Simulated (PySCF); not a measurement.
# As···Cu: magnetic exchange

What do calculations give for the magnetic exchange of As···Cu?

Computed with PySCF 2.14.0 and routines of our own; the level stands in each step. Atoms count from 0.

## 1. The system as given

2 atoms, charge 0, high-spin multiplicity 5; geometry from: GFN2-xTB fragments, placed rigidly.

The system (radical pair): As···Cu. The radical centres are 5.70 Å apart; the spin sites are atom 0 (3 unpaired) and atom 1 (1 unpaired).

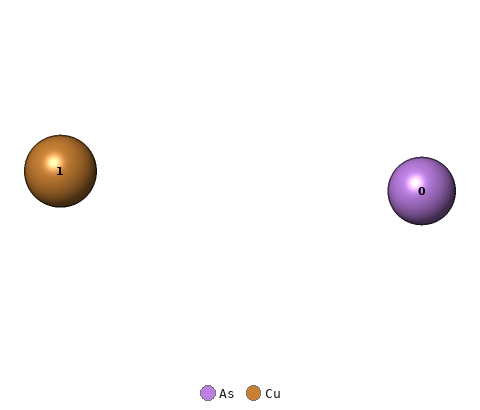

The starting geometry (arsenic purple, copper orange); sticks join atoms by distance alone.

## 2. Magnetic exchange: CASSCF and SC-NEVPT2/def2-TZVP (4,4)

The job: settings as JSON, then the geometry in Å.

```
{"job": {"kind": "cas", "basis": "def2-TZVP", "active": "magnetic", "zfs": false}, "charge": 0, "high_spin_multiplicity": 5, "spin_sites": [[[0], 3], [[1], 1]]}
As    -0.700000     0.000000    -2.761000
Cu     0.700000     0.000000     2.761000
```

Level: CASSCF and SC-NEVPT2/def2-TZVP spin states, gas phase.

Started as:

```console
OMP_NUM_THREADS=1 python exch_run.py task.json out
```

The driver reads the jobs from task.json and runs them one after another.

Standard output:

```text
start orbitals: natural orbitals of the high-spin HF determinant (converged)
active space: 4 electrons in 4 orbitals, 29 closed; orbitals optimised for multiplicities 5 3
macro   0  E = -3873.1156877460  dE =  0.000e+00  |g| = 6.553e-03
macro   1  E = -3873.1156939367  dE = -6.191e-06  |g| = 1.715e-03
macro   2  E = -3873.1156946233  dE = -6.866e-07  |g| = 2.307e-03
macro   3  E = -3873.1156947516  dE = -1.282e-07  |g| = 1.721e-03
macro   4  E = -3873.1156948300  dE = -7.840e-08  |g| = 1.987e-04
CASSCF converged, mean energy = -3873.1156948300
2S+1 = 5  root 0  E(CAS) = -3873.11562011  E(NEVPT2) = -3873.97787907  occupations 1.000 1.000 1.000 1.000
2S+1 = 3  root 0  E(CAS) = -3873.11576955  E(NEVPT2) = -3873.97802492  occupations 1.054 1.000 1.000 0.946
```

Wall time 2 s (1 thread of Arm Neoverse V1, shared host); peak memory 0.26 GiB.

Key values:

```csv
quantity,value
J (CASSCF),-8 cm⁻¹
J (NEVPT2),-8 cm⁻¹
low less high spin (NEVPT2),-0.1 kcal/mol
```

Mulliken spin populations of the high-spin state:

```csv
atom,value (e)
As0,3.00
Cu1,1.00
```

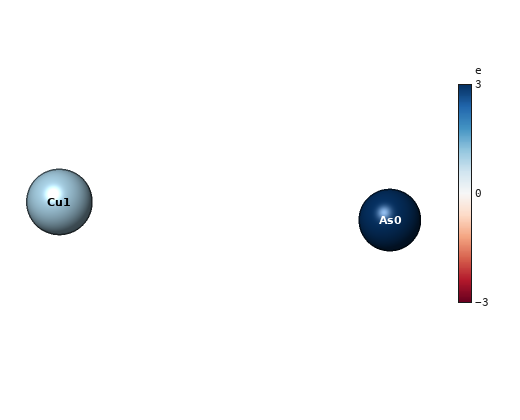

Mulliken spin populations of the high-spin state, as colours on the atoms.

## 3. Magnetic exchange: HF/def2-TZVP

The job: settings as JSON, then the geometry in Å.

```
{"job": {"kind": "bs", "xc": "HF", "basis": "def2-TZVP", "rks": false}, "charge": 0, "high_spin_multiplicity": 5, "spin_sites": [[[0], 3], [[1], 1]]}
As    -0.700000     0.000000    -2.761000
Cu     0.700000     0.000000     2.761000
```

With the program's defaults for keys left out, this is: HF/def2-TZVP high-spin and broken-symmetry single points, gas phase.

Standard output:

```text
high-spin state, multiplicity 5
final grid: 26112 points
cycle   1  E = -3873.0474689396  dE = -1.440e+00  |g| = 6.173e-01  |ddm| = 1.119e+00
cycle   2  E = -3873.0260683970  dE =  2.140e-02  |g| = 8.109e-01  |ddm| = 4.761e-01
cycle   3  E = -3873.1163498578  dE = -9.028e-02  |g| = 4.005e-02  |ddm| = 1.850e-01
cycle   4  E = -3873.1169598176  dE = -6.100e-04  |g| = 1.544e-02  |ddm| = 5.830e-02
cycle   5  E = -3873.1170958345  dE = -1.360e-04  |g| = 6.043e-03  |ddm| = 2.973e-02
cycle   6  E = -3873.1171316441  dE = -3.581e-05  |g| = 1.794e-03  |ddm| = 2.032e-02
cycle   7  E = -3873.1171356897  dE = -4.046e-06  |g| = 4.405e-04  |ddm| = 6.664e-03
cycle   8  E = -3873.1171358843  dE = -1.945e-07  |g| = 1.027e-04  |ddm| = 9.340e-04
cycle   9  E = -3873.1171358932  dE = -8.953e-09  |g| = 1.055e-05  |ddm| = 3.417e-04
converged SCF energy = -3873.1171358932

broken-symmetry state, M_S = 1, start: spins of the second site flipped
final grid: 26112 points
cycle   1  E = -3873.1170216413  dE = -1.498e-03  |g| = 1.517e-02  |ddm| = 4.258e-02
cycle   2  E = -3873.1171860909  dE = -1.644e-04  |g| = 7.073e-03  |ddm| = 1.198e-02
cycle   3  E = -3873.1172348347  dE = -4.874e-05  |g| = 3.885e-03  |ddm| = 7.792e-03
cycle   4  E = -3873.1172404177  dE = -5.583e-06  |g| = 2.428e-03  |ddm| = 2.216e-03
cycle   5  E = -3873.1172435101  dE = -3.092e-06  |g| = 3.368e-04  |ddm| = 2.318e-03
cycle   6  E = -3873.1172435779  dE = -6.780e-08  |g| = 1.263e-04  |ddm| = 6.106e-04
cycle   7  E = -3873.1172435822  dE = -4.263e-09  |g| = 1.537e-05  |ddm| = 1.606e-04
converged SCF energy = -3873.1172435822

<S^2> high spin = 6.0028, broken symmetry = 3.0012
E(HS) - E(BS) = 23.63 cm-1
J_noodleman = -7.88 cm-1
J_unprojected = -5.91 cm-1
J_yamaguchi = -7.87 cm-1
```

Wall time 0.8 s (1 thread of Arm Neoverse V1, shared host); peak memory 0.26 GiB.

In short:

```csv
quantity,value
J (Yamaguchi),-8 cm⁻¹
"low less high spin, projected",-0.1 kcal/mol
```

## 4. Magnetic exchange: PBE/def2-TZVP

The job: settings as JSON, then the geometry in Å.

```
{"job": {"kind": "bs", "xc": "PBE", "grid": 1, "basis": "def2-TZVP", "rks": false}, "charge": 0, "high_spin_multiplicity": 5, "spin_sites": [[[0], 3], [[1], 1]]}
As    -0.700000     0.000000    -2.761000
Cu     0.700000     0.000000     2.761000
```

Level: PBE/def2-TZVP high-spin and broken-symmetry single points, gas phase.

Standard output:

```text
high-spin state, multiplicity 5
final grid: 14776 points
cycle   1  E = -3868.2458895436  dE =  7.426e+00  |g| = 4.036e+00  |ddm| = 1.936e+00
cycle   2  E = -3732.4881189328  dE =  1.358e+02  |g| = 1.380e+01  |ddm| = 7.072e+00
cycle   3  E = -3862.7523844683  dE = -1.303e+02  |g| = 6.695e+00  |ddm| = 5.002e+00
cycle   4  E = -3867.6319278020  dE = -4.880e+00  |g| = 4.109e+00  |ddm| = 1.955e+00
cycle   5  E = -3871.2120651634  dE = -3.580e+00  |g| = 3.125e+00  |ddm| = 2.088e+00
cycle   6  E = -3875.0777622905  dE = -3.866e+00  |g| = 1.903e+00  |ddm| = 2.240e+00
cycle   7  E = -3869.9011606664  dE =  5.177e+00  |g| = 1.836e+00  |ddm| = 2.978e+00
cycle   8  E = -3870.7677450059  dE = -8.666e-01  |g| = 2.537e+00  |ddm| = 3.795e+00
cycle   9  E = -3875.6041615839  dE = -4.836e+00  |g| = 8.006e-01  |ddm| = 1.751e+00
cycle  10  E = -3875.7106392783  dE = -1.065e-01  |g| = 9.767e-02  |ddm| = 4.224e-01
cycle  11  E = -3875.7128787440  dE = -2.239e-03  |g| = 8.767e-02  |ddm| = 1.586e-01
cycle  12  E = -3875.7140364883  dE = -1.158e-03  |g| = 5.461e-02  |ddm| = 3.241e-02
cycle  13  E = -3875.7148589246  dE = -8.224e-04  |g| = 7.451e-03  |ddm| = 5.503e-02
cycle  14  E = -3875.7148827796  dE = -2.386e-05  |g| = 2.772e-03  |ddm| = 1.739e-02
cycle  15  E = -3875.7148853895  dE = -2.610e-06  |g| = 7.903e-04  |ddm| = 3.231e-03
cycle  16  E = -3875.7148856749  dE = -2.854e-07  |g| = 1.092e-04  |ddm| = 8.210e-04
cycle  17  E = -3875.7148856820  dE = -7.131e-09  |g| = 5.073e-05  |ddm| = 1.556e-04
converged SCF energy = -3875.7148856820

broken-symmetry state, M_S = 1, start: spins of the second site flipped
final grid: 14776 points
cycle   1  E = -3875.7150287752  dE = -1.229e-03  |g| = 7.429e-03  |ddm| = 8.241e-02
cycle   2  E = -3875.7149822738  dE =  4.650e-05  |g| = 2.118e-02  |ddm| = 1.394e-02
cycle   3  E = -3875.7150557514  dE = -7.348e-05  |g| = 1.346e-03  |ddm| = 6.135e-03
cycle   4  E = -3875.7150561669  dE = -4.155e-07  |g| = 1.206e-03  |ddm| = 1.340e-03
cycle   5  E = -3875.7150564546  dE = -2.877e-07  |g| = 3.200e-04  |ddm| = 6.196e-04
cycle   6  E = -3875.7150564750  dE = -2.037e-08  |g| = 5.783e-05  |ddm| = 2.121e-04
cycle   7  E = -3875.7150564756  dE = -6.116e-10  |g| = 2.290e-05  |ddm| = 3.421e-05
converged SCF energy = -3875.7150564756

<S^2> high spin = 6.0029, broken symmetry = 2.9953
E(HS) - E(BS) = 37.48 cm-1
J_noodleman = -12.49 cm-1
J_unprojected = -9.37 cm-1
J_yamaguchi = -12.46 cm-1
```

It took 5.9 s on 1 thread of Arm Neoverse V1, shared host; peak memory 0.26 GiB.

In short:

```csv
quantity,value
J (Yamaguchi),-12 cm⁻¹
"low less high spin, projected",-0.1 kcal/mol
```

## 5. Magnetic exchange: CASSCF and SC-NEVPT2/def2-TZVP, X2C (4,4)

The job: settings as JSON, then the geometry in Å.

```
{"job": {"kind": "cas", "basis": "def2-TZVP", "active": "natural", "max": 8, "thr": 0.008, "zfs": false, "x2c": true}, "charge": 0, "high_spin_multiplicity": 5, "spin_sites": [[[0], 3], [[1], 1]]}
As    -0.700000     0.000000    -2.761000
Cu     0.700000     0.000000     2.761000
```

Level: CASSCF and SC-NEVPT2/def2-TZVP spin states, scalar X2C, gas phase.

Standard output:

```text
start orbitals: natural orbitals of the high-spin HF determinant (converged)
active space: 4 electrons in 4 orbitals, 29 closed; orbitals optimised for multiplicities 5 3
macro   0  E = -3904.0553967798  dE =  0.000e+00  |g| = 6.995e-03
macro   1  E = -3904.0554032120  dE = -6.432e-06  |g| = 1.934e-03
macro   2  E = -3904.0554039281  dE = -7.161e-07  |g| = 2.780e-03
macro   3  E = -3904.0554041063  dE = -1.782e-07  |g| = 1.642e-03
macro   4  E = -3904.0554041834  dE = -7.705e-08  |g| = 2.176e-04
CASSCF converged, mean energy = -3904.0554041834
2S+1 = 5  root 0  E(CAS) = -3904.05533792  E(NEVPT2) = -3904.92283831  occupations 1.000 1.000 1.000 1.000
2S+1 = 3  root 0  E(CAS) = -3904.05547044  E(NEVPT2) = -3904.92296563  occupations 1.050 1.000 1.000 0.950
```

Wall time 1.8 s (1 thread of Arm Neoverse V1, shared host); peak memory 0.26 GiB.

Key values:

```csv
quantity,value
J (CASSCF),-7 cm⁻¹
J (NEVPT2),-7 cm⁻¹
low less high spin (NEVPT2),-0.1 kcal/mol
```

## 6. Magnetic exchange: HF/x2c-SVPall, X2C

The job: settings as JSON, then the geometry in Å.

```
{"job": {"kind": "bs", "xc": "HF", "basis": "x2c-SVPall", "rks": false, "x2c": true}, "charge": 0, "high_spin_multiplicity": 5, "spin_sites": [[[0], 3], [[1], 1]]}
As    -0.700000     0.000000    -2.761000
Cu     0.700000     0.000000     2.761000
```

Method: HF/x2c-SVPall high-spin and broken-symmetry single points, scalar X2C, gas phase.

Standard output:

```text
high-spin state, multiplicity 5
final grid: 26112 points
cycle   1  E = -3911.4512675323  dE = -4.739e-01  |g| = 2.790e-01  |ddm| = 1.137e+00
cycle   2  E = -3911.4614093552  dE = -1.014e-02  |g| = 2.636e-01  |ddm| = 4.037e-01
cycle   3  E = -3911.4808148112  dE = -1.941e-02  |g| = 1.955e-02  |ddm| = 1.144e-01
cycle   4  E = -3911.4812586851  dE = -4.439e-04  |g| = 9.816e-03  |ddm| = 7.534e-02
cycle   5  E = -3911.4813265850  dE = -6.790e-05  |g| = 3.606e-03  |ddm| = 2.386e-02
cycle   6  E = -3911.4813501231  dE = -2.354e-05  |g| = 1.020e-03  |ddm| = 2.193e-02
cycle   7  E = -3911.4813515888  dE = -1.466e-06  |g| = 2.121e-04  |ddm| = 4.308e-03
cycle   8  E = -3911.4813516479  dE = -5.907e-08  |g| = 2.822e-05  |ddm| = 7.149e-04
cycle   9  E = -3911.4813516496  dE = -1.706e-09  |g| = 4.362e-06  |ddm| = 2.067e-04
converged SCF energy = -3911.4813516496

broken-symmetry state, M_S = 1, start: spins of the second site flipped
final grid: 26112 points
cycle   1  E = -3911.4812173044  dE = -1.403e-03  |g| = 1.594e-02  |ddm| = 4.138e-02
cycle   2  E = -3911.4813971523  dE = -1.798e-04  |g| = 6.975e-03  |ddm| = 1.382e-02
cycle   3  E = -3911.4814503151  dE = -5.316e-05  |g| = 2.201e-03  |ddm| = 9.761e-03
cycle   4  E = -3911.4814542021  dE = -3.887e-06  |g| = 1.525e-03  |ddm| = 2.882e-03
cycle   5  E = -3911.4814556713  dE = -1.469e-06  |g| = 2.233e-04  |ddm| = 1.758e-03
cycle   6  E = -3911.4814557153  dE = -4.394e-08  |g| = 7.400e-05  |ddm| = 6.017e-04
cycle   7  E = -3911.4814557176  dE = -2.392e-09  |g| = 9.947e-06  |ddm| = 1.529e-04
converged SCF energy = -3911.4814557176

<S^2> high spin = 6.0030, broken symmetry = 3.0016
E(HS) - E(BS) = 22.84 cm-1
J_noodleman = -7.61 cm-1
J_unprojected = -5.71 cm-1
J_yamaguchi = -7.61 cm-1
```

It took 1.1 s on 1 thread of Arm Neoverse V1, shared host; peak memory 0.26 GiB.

In short:

```csv
quantity,value
J (Yamaguchi),-8 cm⁻¹
"low less high spin, projected",-0.1 kcal/mol
```

## 7. The levels compared

J for H = −2J S1·S2; the gap is low spin less high spin (projected; unprojected where the broken-symmetry state collapsed; or NEVPT2):

```csv
step,level,geometry,J (cm⁻¹),gap (kcal/mol),time
2,"CASSCF and SC-NEVPT2/def2-TZVP (4,4)",one,-8,-0.1,2 s
3,HF/def2-TZVP,one,-8,-0.1,0.8 s
4,PBE/def2-TZVP,one,-12,-0.1,5.9 s
5,"CASSCF and SC-NEVPT2/def2-TZVP, X2C (4,4)",one,-7,-0.1,1.8 s
6,"HF/x2c-SVPall, X2C",one,-8,-0.1,1.1 s
```

CASSCF times leave out a start SCF that an earlier step had already made.

## 8. Summary of results

```
                                                                  quantity                                                                       value
                 J (CASSCF) (step 2, CASSCF and SC-NEVPT2/def2-TZVP (4,4))                                                                     -8 cm⁻¹
                 J (NEVPT2) (step 2, CASSCF and SC-NEVPT2/def2-TZVP (4,4))                                                                     -8 cm⁻¹
low less high spin (NEVPT2) (step 2, CASSCF and SC-NEVPT2/def2-TZVP (4,4))                                                               -0.1 kcal/mol
                                                                         J  -12 (PBE/def2-TZVP) to -7 cm⁻¹ (CASSCF and SC-NEVPT2/def2-TZVP, X2C (4,4))
```

The levels with a meaningful J put the low-spin state lower (antiferromagnetic coupling), from -12 to -7 cm⁻¹.
